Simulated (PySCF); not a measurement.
## Electronic structure of InB (triplet) in real space

```xyz
2

In    0.0000    0.0000   -0.2113
B     0.0000    0.0000    2.2057
```

Computed with PBE0/x2c-SVPall, spin-free X2C-1e, Gaussian nucleus, at a bond length of 2.417 Å (PySCF).

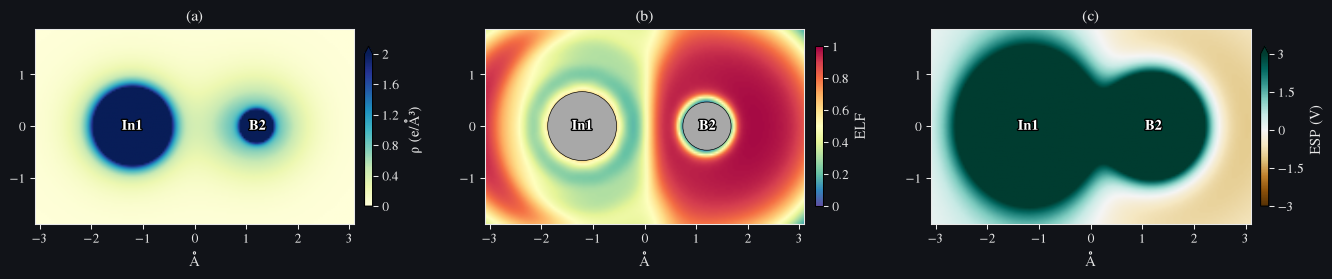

Figure 1. (a) total electron density; (b) electron localisation function; (c) electrostatic potential on a plane that holds the molecular axis. Grey discs cover the atomic cores in the ELF map.

Question: What does the map show?

Answer: The plane passes through In and B nuclei. In–B (2.42 Å): ρ at the midpoint is about 0.42 e/Å³; the ELF peaks at about 0.95 in the valence shell of B, 0.8 Å from its nucleus, and drops to about 0.20 between the two atoms. The ELF also peaks beside B2, away from the bonds: non-bonding electrons, paired or unpaired. Outside the dense part of the molecule the potential is most negative (−1.0 V) near In1.

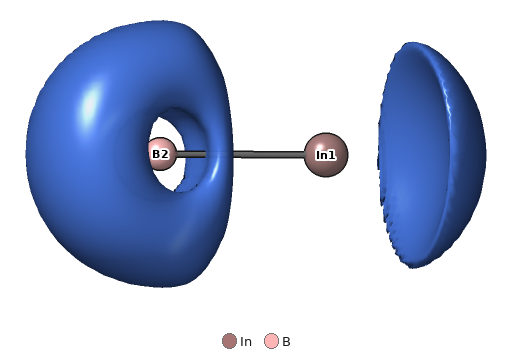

Figure 2. Isosurface of the ELF at 0.8 (blue), seen from one side. Only the valence region is drawn (cores and ρ < 0.01 e/Å³ removed).

Question: Describe the localisation domains.

Answer: The surface consists of one lobe on B, pointing away from the bonds (non-bonding electrons) and one lobe on In, pointing away from the bonds (non-bonding electrons).

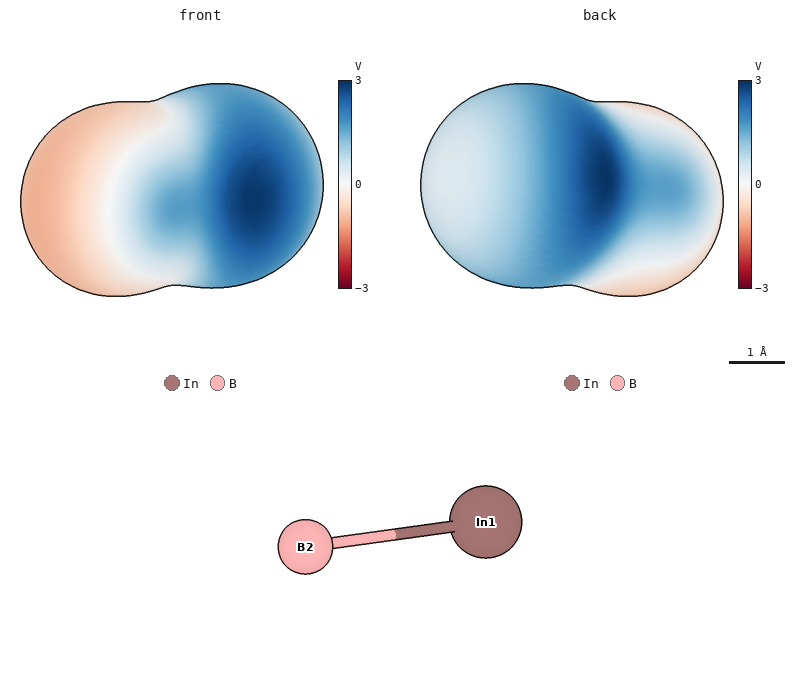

Figure 3. The electrostatic potential painted on the density surface at 0.004 e/bohr³, seen from the front and from behind; red is negative and blue positive. The bare structure is drawn below in the same view.

Question: Describe the electrostatic potential map.

Answer: The most negative region (about −1.0 V, or −23 kcal/mol for a unit charge) lies over B2, the most positive (about +2.9 V, or +67 kcal/mol for a unit charge) over In1.
